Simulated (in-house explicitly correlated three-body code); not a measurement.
Two electrons around a point charge Z = 9.1. Computed variationally in 260 exponentially correlated functions with an in-house code, non-relativistic, converged to about 10⁻⁸ of the energy. Wanted, and plotted below: the bound S and P states that converged, by term and principal number n, on a logarithmic scale of binding.

The ground state is bound by 976.2 eV. The n = 2 states drawn run, from the deepest, 2 ³S (236.4 eV), 2 ³P (227.8 eV), 2 ¹S (227.4 eV), 2 ¹P (221.5 eV). Exchange puts 2 ³S below 2 ¹S by 9.09 eV and 2 ³P below 2 ¹P by 6.30 eV. Quantum defects n − (Z − 1)/√(2 E(binding)): 2 ³S 0.057, 2 ³P 0.021, 2 ¹S 0.019, 2 ¹P −0.007.

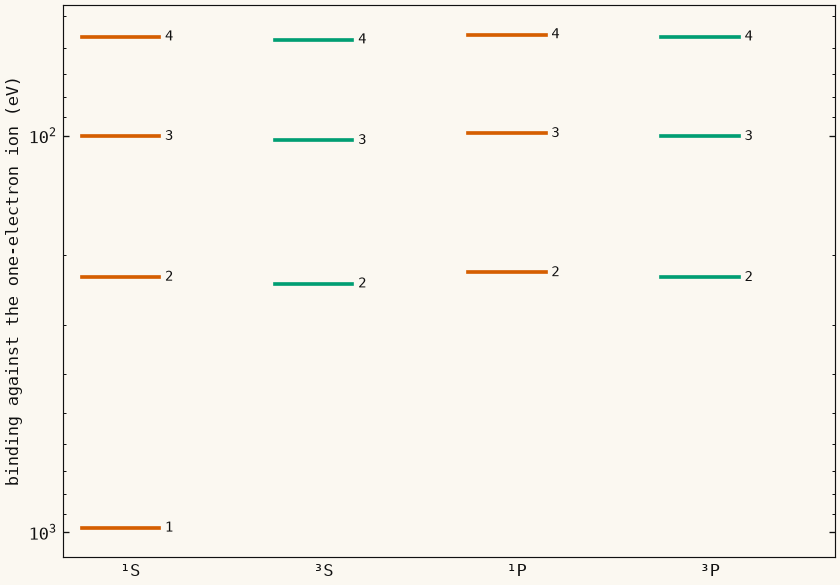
